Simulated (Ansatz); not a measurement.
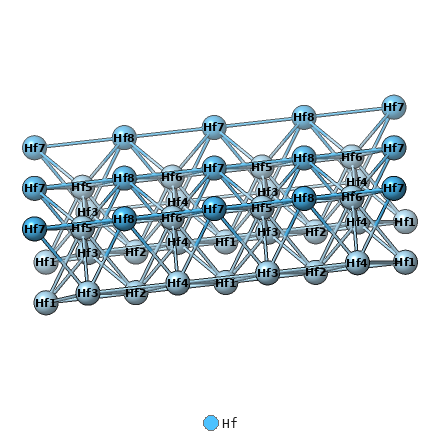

The system is CO on a Hf(100) slab cut from the P6_3/mmc phase, its upper half relaxed before the scan (8 atoms of substrate and one adsorbate in a 2 × 1 cell); the picture shows it without the atoms that are moved over the map. CO (O end down) is moved over the surface cell at a fixed height above a rigid substrate; the origin of the map has the adsorbate above Hf7; the height is held at 3.00 Å. Places are given modulo a cell vector. The map is drawn in real space over the plane of the surface. The grid has 4 × 4 points; 9 points were computed and 7 follow by symmetry. Places are given in fractions of the 1 × 1 surface cell. Energies are in meV, from the lowest grid point. At a fixed height the lowest place need not be the adsorption site. These are results of DFT PBE+D3(BJ), scalar-relativistic, plane waves, PAW (Ansatz), not measurements. Settings: cutoff 420 eV, k-mesh 4×6×1, gaussian smearing 0.1 eV, no spin polarisation.

Range: position of O9 along the first surface vector from 0.00 to 0.75; position of O9 along the second surface vector from 0.00 to 0.75.

Question: What landscape does the calculation give?

Answer: The lowest grid point is at the top site over a surface Hf atom, (0/4, 0/4) of the cell vectors. The highest grid point, the trough between two rows of top atoms, (0/4, 2/4) of the cell vectors, lies 105 meV above the lowest.

```
second ↓, first →  0/4  1/4  2/4  3/4
              3/4   64   78   91   78
              2/4  105  101   97  101
              1/4   64   78   91   78
              0/4    0   34   67   34
```

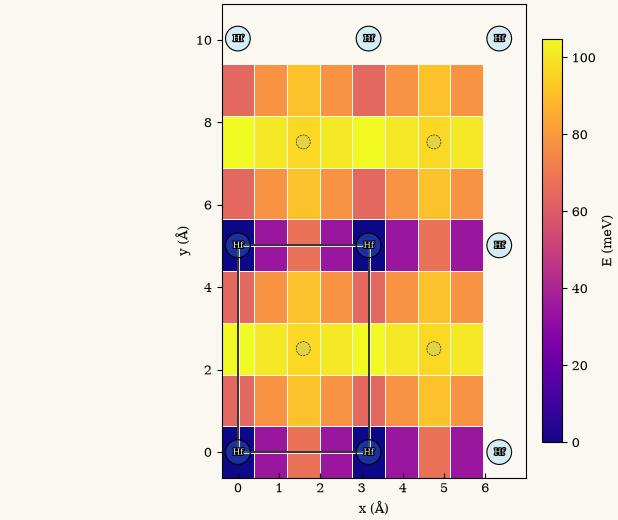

The picture shows one coloured cell a grid point, labelled circles for the atoms of the top layer and small ones for the second layer, the outline of one cell of the 2 × 2 shown.

Time for the 9 points that were run: 5 min on 4 threads of Arm Neoverse V1 (shared host).
